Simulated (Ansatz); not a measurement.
**CH$_{8}$Si$_{3}$: density, localisation and related maps**

Input file:

```
crystal:
  periodic: [false, false, false]
  atoms:
    - {symbol: C, position_ang: [-1.467533, 1.503872, -2.489761]}
    - {symbol: Si, position_ang: [0.090005, 2.567899, -2.202819]}
    - {symbol: Si, position_ang: [0.968278, 0.836137, -0.864643]}
    - {symbol: Si, position_ang: [-0.658084, -0.202710, -2.219956]}
    - {symbol: H, position_ang: [-2.010183, 1.656236, -3.434977]}
    - {symbol: H, position_ang: [-2.168607, 1.688021, -1.656411]}
    - {symbol: H, position_ang: [-0.150297, 3.938274, -1.652420]}
    - {symbol: H, position_ang: [0.877473, 2.688944, -3.470094]}
    - {symbol: H, position_ang: [0.527994, 0.946117, 0.562382]}
    - {symbol: H, position_ang: [2.408501, 0.447699, -0.926779]}
    - {symbol: H, position_ang: [-0.034686, -0.689053, -3.491015]}
    - {symbol: H, position_ang: [-1.557138, -1.272127, -1.684553]}
basis:
  gaussian:
    orbitals: def2-TZVPD
hamiltonian:
  xc: {name: PBE0}
output: {forces: true, orbitals: {seedname: orbitals}}
```

Launched as:

```sh
ansatz run input.yaml --threads 2 --pin off --max-ram 4350MiB --events-out events.jsonl --progress --plain --runs-dir runs
```

Geometry: PBE0-D3(BJ)/def2-SVP.

The calculation used isolated molecule in a Gaussian basis; Kohn-Sham density functional theory, functional PBE0 (Ansatz 0.2.0).

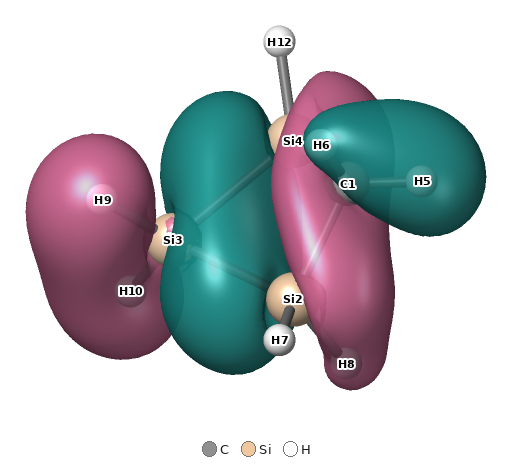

Figure 1. The HOMO−1 at ±0.06 Å⁻³ᐟ² (teal and pink are the two phases), seen at an oblique angle.

**Describe this orbital and give its energy.**

It lies mainly on Si3 (about 30 %), C1 (about 15 %), Si2 (about 15 %), Si4 (about 15 %), H10 (about 5 %) and H9 (about 5 %). Its energy is −8.21 eV.

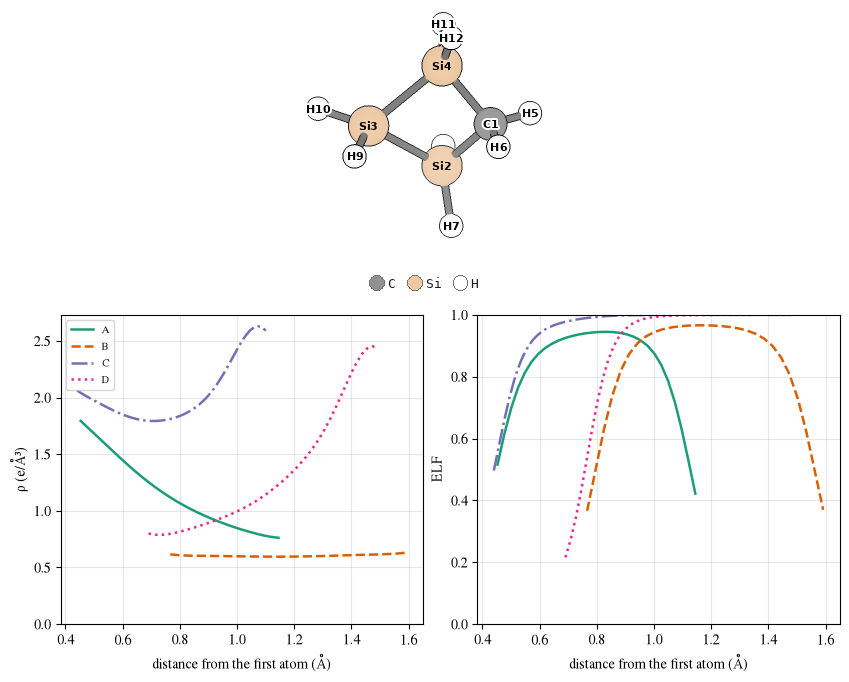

Figure 2. Total electron density and ELF along straight lines between neighbouring atoms. The curves leave out the atomic cores. The structure is drawn too.

**Which curve belongs to which contact (C–H, C–Si, Si–H and Si–Si)? The first atom named is at distance zero.**

Curve A: C–Si (1.91 Å): ρ is about 0.89 e/Å³ halfway; the ELF peaks at about 0.95 between the atoms: a shared electron pair. Curve B: Si–Si (2.36 Å): ρ is about 0.6 e/Å³ halfway; the ELF peaks at about 0.95 between the atoms; a covalent bond. Curve C: C–H (1.10 Å): ρ is about 1.9 e/Å³ halfway; the ELF climbs to about 1 towards the hydrogen, as it does in any bond to H; a covalent bond by its length. Curve D: Si–H (1.49 Å): the density is about 0.79 e/Å³ at the midpoint; the ELF climbs to about 1 towards the hydrogen.
